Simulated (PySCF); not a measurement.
Run report: Zn, atomic calculation

Zn, configuration 1s2 2s2 2p6 3s2 3p6 3d10 4s2, multiplicity 1. Computed at this level: unrestricted HF, x2c-QZVPPall, spin-free X2C-1e, Gaussian nucleus (PySCF).

## Log (extracts)
```
damping factor = 0
level_shift factor = 0
DIIS = <class 'pyscf.scf.diis.CDIIS'>
diis_start_cycle = 1
diis_space = 10
diis_damp = 0
SCF conv_tol = 1e-09
SCF conv_tol_grad = None
number electrons alpha = 15  beta = 15
cycle= 1 E= -1794.31431509025  delta_E= -2.27e-12  |g|= 3.34e-06  |ddm|= 1.24e-05
converged SCF energy = -1794.31431509025  <S^2> = 1.7763568e-15  2S+1 = 1
```

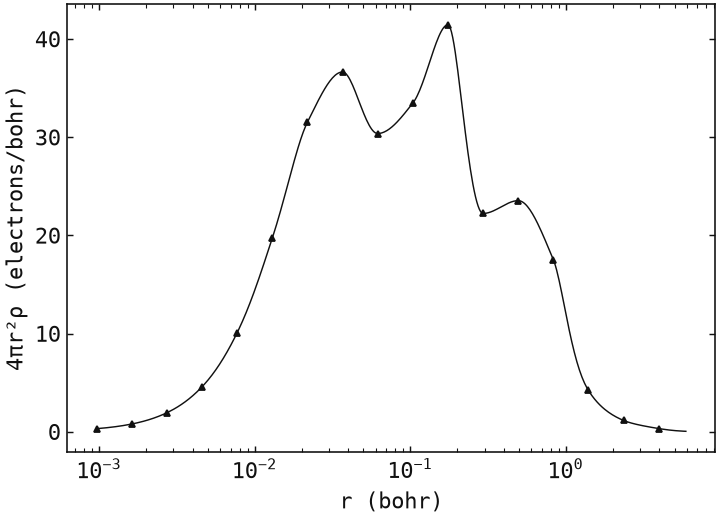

Figure 1. Spherically averaged radial density 4πr²ρ of the mean field; markers are the stored points, which are sparse, and the line is a monotone interpolation between them. The largest stored value is 41.4 electrons/bohr at r = 0.17 bohr. Root-mean-square radii of the shells: 2p 0.219, 2s 0.244, 3s 0.731, 3p 0.777, 3d 1.01, 4s 3.09 bohr.

## Input
```python
from pyscf import gto, scf, dft, mp, cc
import basis_set_exchange as bse
mol = gto.M(atom="Zn 0 0 0", charge=0, spin=0, symmetry="D2h",
            basis=gto.basis.parse(bse.get_basis("x2c-QZVPPall", elements=["Zn"], fmt="nwchem")),
            nucmod="G")
mf = scf.UHF(mol).sfx2c1e()
mf.irrep_nelec = {'Ag': (6, 6), 'B1g': (1, 1), 'B2g': (1, 1), 'B3g': (1, 1), 'B1u': (2, 2), 'B2u': (2, 2), 'B3u': (2, 2)}
mf.kernel()
```

The script is an equivalent of what the driver set up; the driver started from orbitals of its own, so the log can be shorter than this script's would be, and it computed the properties (radii, ⟨L²⟩, response) afterwards. It held the occupations shell by shell, which the script's counts by irreducible representation don't always enforce.

## Summary

- outcome: converged
- total energy: −1794.3143 hartree
- SCF iterations: 1
- hardware: 1 CPU thread, shared host
- CPU time: 3.7 s (integrals apart)
